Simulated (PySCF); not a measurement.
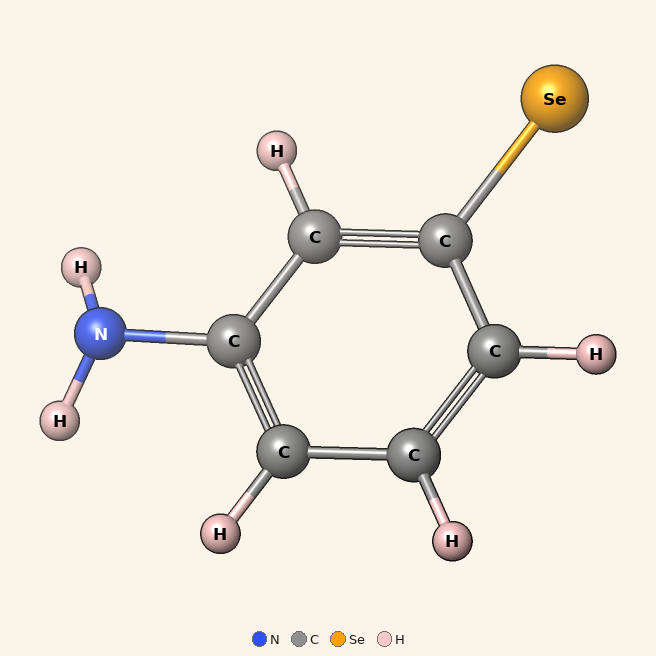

Orthographic view. Distant atoms are faded towards the background colour. The species has charge −1 and is a spin singlet. The geometry was computed by an optimisation with GFN2-xTB. No frequency run is at hand to confirm it as a minimum.

Write the InChI string.

InChI=1S/C6H7NSe/c7-5-2-1-3-6(8)4-5/h1-4,8H,7H2/p-1
